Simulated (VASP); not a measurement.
```
YN
1.0
    0.00000     2.42762     2.42762
    2.42762     0.00000     2.42762
    2.42762     2.42762     0.00000
Y N
1 1
Cartesian
  0.00000   0.00000   0.00000
  2.42762   2.42762   2.42762
```

These are PBEsol GGA, VASP's PBE PAW potentials (set 64) (plane waves; VASP) values and carry that method's errors. Settings: 520 eV cut-off, 11×11×11 Γ-centred mesh, tetrahedra with Blöchl corrections, potentials Y_sv N.

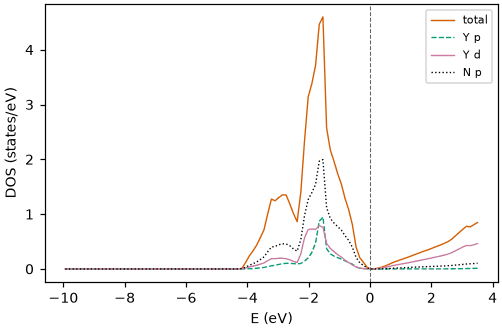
Figure: Total and projected density of states, zero at the valence-band maximum

Within 2 eV below the valence-band maximum the largest weight inside VASP's projection spheres is N p, then Y d.

It has a band gap.

The structure was generated: YN was put into the rock salt type (Fm-3m), which need not be its known phase. It was relaxed first, which changed the volume by -36 %.
